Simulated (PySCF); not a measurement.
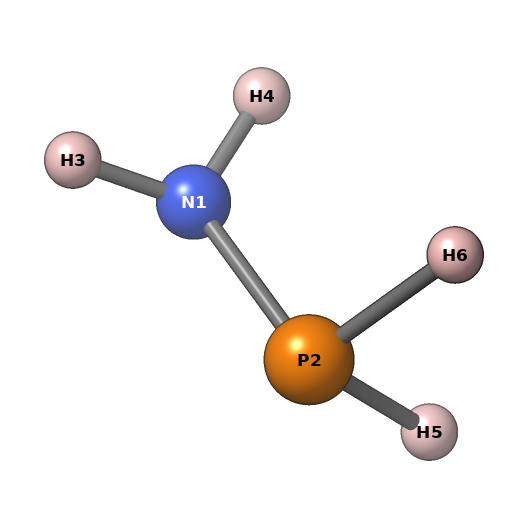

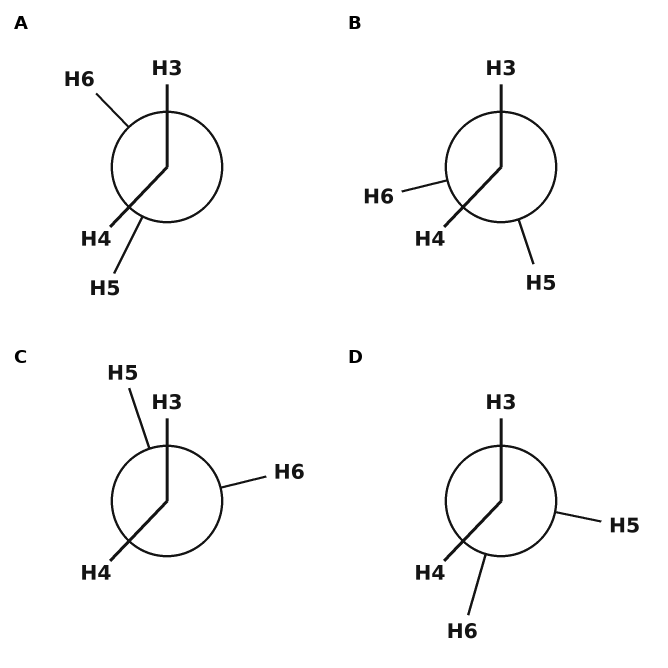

Distant atoms are faded towards the background colour. Bonds that would overlap in a projection are set slightly apart. The computed structure is the end point of a PBE0-D3(BJ)/def2-SVP optimisation. No frequency run is at hand to confirm it as a minimum.

**Which Newman projection shows the view along N1–P2, with N1 in front?**

B. The torsion angle H3–N1–P2–H5 is 162°, antiperiplanar (anti).
